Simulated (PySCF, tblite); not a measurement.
**C7H16BN: geometry, infrared bands and NMR shifts**

Aim: predict the infrared bands and NMR shifts of C7H16BN (`C#C[B@@H-](CC(C)C)[NH2+]C`).

Programs: tblite 0.8.0 and PySCF 2.14.0, with density-fitted response routines of our own. Each step states its level of theory. These are calculated values for one molecule in the gas phase, unless marked as measured. Atoms are numbered from 0 throughout.

**1. Starting geometry**

25 atoms, charge 0, multiplicity 1; geometry from: force field or distance geometry start.

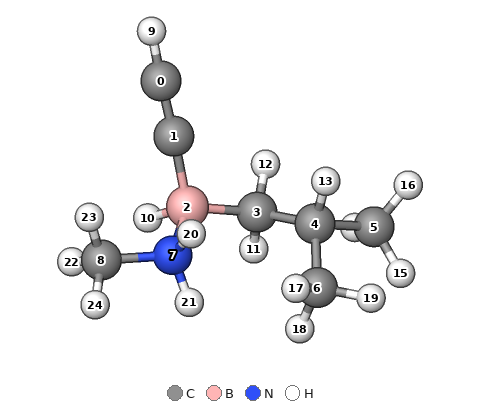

As it starts; carbon grey, boron pink, nitrogen blue, hydrogen white, atoms numbered.

**2. Optimising the geometry with GFN2-xTB**

What the job is given:

```
{"job": {"kind": "relax", "xc": "GFN2-xTB", "basis": "xTB"}, "charge": 0, "multiplicity": 1}
C      2.439700     2.255200     0.459000
C      1.730500     1.281800     0.511600
B      0.858800     0.017900     0.628700
C     -0.669500     0.384900     0.680800
C     -1.395000     0.564900    -0.586700
C     -2.844200     0.900000    -0.194300
C     -1.513600    -0.634900    -1.476600
N      1.280300    -1.000500    -0.389600
C      2.602400    -1.573200    -0.080400
H      3.036500     3.144400     0.406700
H      1.119200    -0.470900     1.698400
H     -1.198800    -0.346800     1.376600
H     -0.751100     1.357800     1.245400
H     -1.043600     1.454400    -1.151100
H     -2.953900     0.748600     0.912500
H     -3.533100     0.190200    -0.671100
H     -3.118700     1.932400    -0.485000
H     -0.729500    -0.790700    -2.209500
H     -1.730300    -1.549900    -0.872200
H     -2.450100    -0.471500    -2.068800
H      1.460100    -0.456900    -1.282300
H      0.627500    -1.791000    -0.504700
H      2.720200    -1.816900     0.990600
H      3.346200    -0.835300    -0.445500
H      2.699000    -2.469900    -0.726900
```

Launch:

```
$ OMP_NUM_THREADS=1 python probes_run.py task.json out
```

One launch serves the whole session: the jobs run in the order shown.

**Question.** This job is followed by: GFN2-xTB harmonic vibrations, gas phase; GIAO PBE0/pcSseg-1 NMR shielding, non-relativistic, gas phase. What will the session give for the following? strongest single infrared mode (GFN2-xTB); zero-point energy (GFN2-xTB); 13C shifts against TMS (PBE0/pcSseg-1); 1H shifts against TMS (PBE0/pcSseg-1, means over atoms taken as alike); 11B shifts against BF3·OEt2 (PBE0/pcSseg-1); 15N shifts against NH3 (PBE0/pcSseg-1).

As calculated:

```
                                                              quantity                                                            value
                             strongest single infrared mode (GFN2-xTB)                                            2412 cm⁻¹, 249 km/mol
                                          zero-point energy (GFN2-xTB)                                                   137.8 kcal/mol
                                13C shifts against TMS (PBE0/pcSseg-1)                    102.6, 95.1, 33.9, 31.5, 31.2, 30.4, 25.9 ppm
1H shifts against TMS (PBE0/pcSseg-1, means over atoms taken as alike)  3.12, 2.84, 2.51, 2.20, 2.17, 1.85, 1.09, 1.00, 0.98, -0.74 ppm
                           11B shifts against BF3·OEt2 (PBE0/pcSseg-1)                                                        -18.3 ppm
                                15N shifts against NH3 (PBE0/pcSseg-1)                                                         61.5 ppm
```

The optimisation took 241 steps and gained 1.292 eV; among the close pairs (by a distance rule), B2–N7 changed most, from 1.501 to 1.659 Å. No mode is imaginary among the 69: a minimum at this level. The strongest single mode, at 2412 cm⁻¹, moves mainly H10. GFN2-xTB is a fitted tight-binding method: band positions and strengths are rough. Its intensities can rank the bands wrongly. At PBE0/pcSseg-1: The widest tensor belongs to C1: span 316 ppm, with a paramagnetic part of -176 ppm.
